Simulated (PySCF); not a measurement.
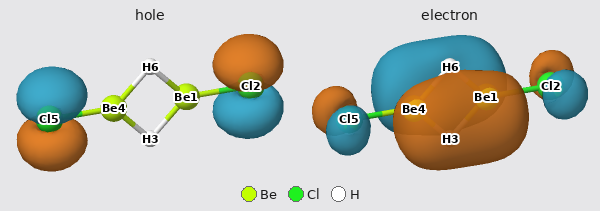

Figure. (ClBe-mu-H)2 (Be₂Cl₂H₂). Leading natural transition orbital pair of S₂ (TDA singlet states); the surfaces enclose about 70 % of each orbital's density.

Method: CAM-B3LYP/def2-SVP; geometry: GFN2-xTB; program: PySCF. This is a single-reference result, which may miss multireference character in this system. No frequency check shows the geometry to be a minimum. GFN2-xTB bond lengths at metals and heavier atoms can be off by up to 0.1 Å and shapes distorted, which carries into these values. Without diffuse functions Rydberg states are missing, so the states' numbers hold for this basis only.

Give its energy, strength and character.

6.28 eV (197 nm), f = 0.000 (dark), ligand-to-metal charge transfer; the leading pair carries 94 %; hole on Cl2 and Cl5 (45 % each), electron on Be1 and Be4 (34 % each), Cl2 and Cl5 (9 % each) and H3 and H6 (7 % each); their centroids lie 0.0 Å apart. In canonical orbitals it is mainly HOMO−2 → LUMO (94 %). The HOMO–LUMO gap is 8.73 eV.
